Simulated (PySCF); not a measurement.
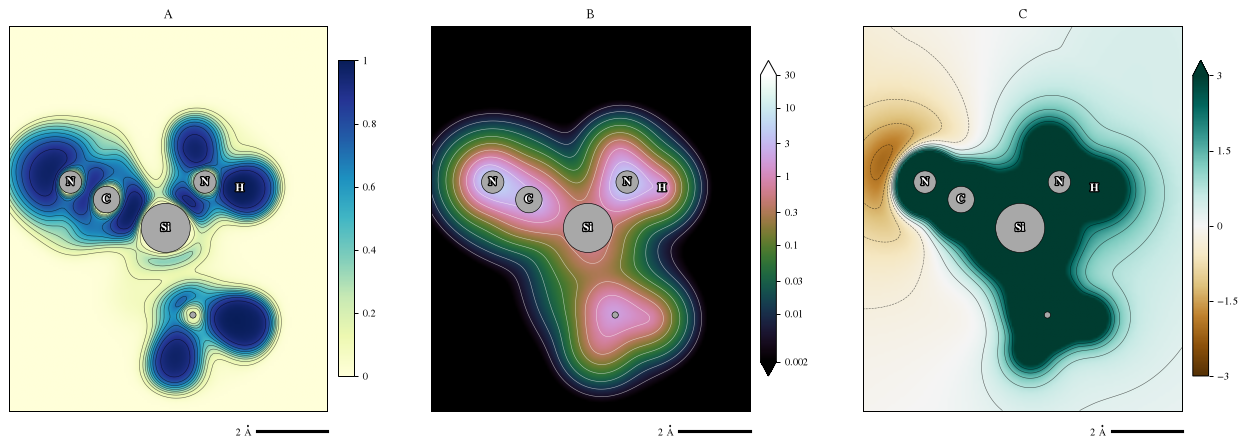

C$_{4}$H$_{8}$N$_{2}$SeSi: 3 fields on the plane of atoms N6, Si5 and C7, with unlabelled colour scales. Grey discs cover the atomic cores.

Geometry: GFN2-xTB.

Theory: CAM-B3LYP/def2-SVPD, SCF density, gas phase (PySCF 2.14.0).

Which field does each panel show? The fields are: electron density, electron localisation function and electrostatic potential.

Panel A: electron localisation function. Panel B: electron density. Panel C: electrostatic potential (strongly positive close to the atoms, with negative regions outside electron-rich atoms). From the grid: C–N (1.14 Å): ρ at the midpoint is about 3.7 e/Å³; the ELF peaks at about 0.85 between the atoms; a multiple bond. Si–N (1.72 Å): ρ is about 1.1 e/Å³ halfway; the ELF peaks at about 0.90 between the atoms, as expected for a shared but strongly polarised pair.
